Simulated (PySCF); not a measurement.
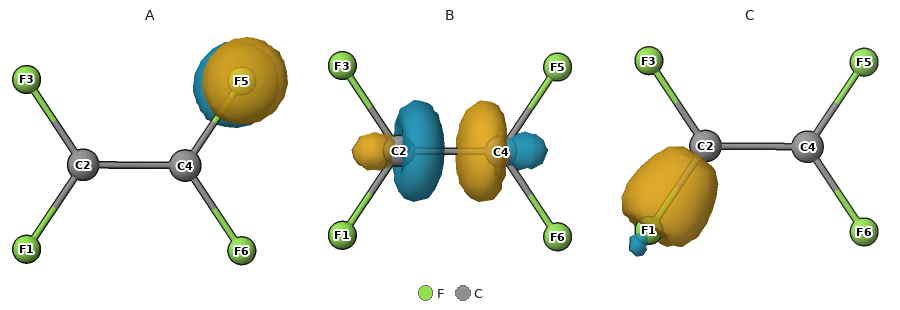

C2F4, SMILES `FC(F)=C(F)F`. Intrinsic bond orbitals (IBO), occupied and valence-virtual; each surface holds about 70 % of the orbital's density. Energies are diagonal elements of the Fock matrix.

Computed with PySCF, B3LYP/def2-TZVP, geometry: GFN2-xTB. No frequency check shows the geometry to be a minimum.

Input script:

```python
import numpy as np
from pyscf import gto, scf, dft, lo
from pyscf.data.elements import chemcore

def solve(mol, dm0=None, hcore=None):
    mf = (dft.UKS if mol.spin else dft.RKS)(mol, xc='b3lyp')
    mf.grids.level = 3
    mf = mf.density_fit(auxbasis='def2-universal-jkfit')
    mf.conv_tol, mf.max_cycle = 1e-8, 80
    if hcore is not None:
        mf.get_hcore = lambda *args: hcore
    mf.kernel(dm0)
    if not mf.converged:
        mf = mf.newton().run(mf.mo_coeff, mf.mo_occ, max_cycle=30)
    assert mf.converged, 'SCF not converged'
    return mf

mol = gto.M(atom='''
F     -1.40062    -1.09585     0.00000
C     -0.66438    -0.00044     0.00000
F     -1.40062     1.09615     0.00000
C      0.66438    -0.00044     0.00000
F      1.40062     1.09615     0.00000
F      1.40062    -1.09585     0.00000
''', basis='def2-tzvp', charge=0, spin=0, verbose=4)
mf = solve(mol)
occ_all = mf.mo_coeff[:, mf.mo_occ > 0]
occ = occ_all[:, chemcore(mol):]
loc = lo.ibo.ibo(mol, occ, iaos=lo.iao.iao(mol, occ_all))
fock, s = mf.get_fock(), mf.get_ovlp()
ortho = lo.orth_ao(mol, 'meta_lowdin')
ortho = lo.vec_lowdin(lo.iao.iao(mol, occ_all), s)
labels = lo.iao.reference_mol(mol).ao_labels(fmt=None)
vir = lo.vvo.livvo(mol, occ_all, mf.mo_coeff[:, mf.mo_occ == 0])
both = np.hstack([loc, vir])
p = (ortho.T @ s @ both) ** 2
pop = np.array([p[[l[0] == a for l in labels]].sum(0) for a in range(mol.natm)])
spd = np.array([[p[[l[0] == a and l[2][-1] == k for l in labels]].sum(0) for k in 'spd'] for a in range(mol.natm)])
eps = np.einsum('pi,pq,qi->i', both, fock, both)
for i in np.argsort(eps):
    top = np.argsort(-pop[:, i])[:3]
    print('%3d %s %9.4f Eh ' % (i + 1, 'occ' if i < loc.shape[1] else 'vir', eps[i]), '  '.join('%s%d %.3f' % (mol.atom_symbol(a), a + 1, pop[a, i]) for a in top))
np.savez('result.npz', c=both, nocc=loc.shape[1], pop=pop, spd=spd, eps=eps, e=mf.e_tot)
```

Launched as:

```sh
OMP_NUM_THREADS=1 python input.py
```

The run took 9.2 s on 1 thread of Intel(R) Xeon(R) 6975P-C (Granite Rapids), with other jobs on the host, peak memory 0.67 GiB.

What does each orbital represent in a Lewis picture?

By panel:
- A: lone pair on F5 (p-type) (F5 96 %; −13.2 eV)
- B: σ* orbital C4–C2 (C4 48 %, C2 48 %; 14.8 eV)
- C: σ bond F1–C2 (F1 68 %, C2 31 %; −27.1 eV)

Which has the smallest and which the largest spatial spread?

Smallest: C (0.61 Å); largest: B (0.96 Å).
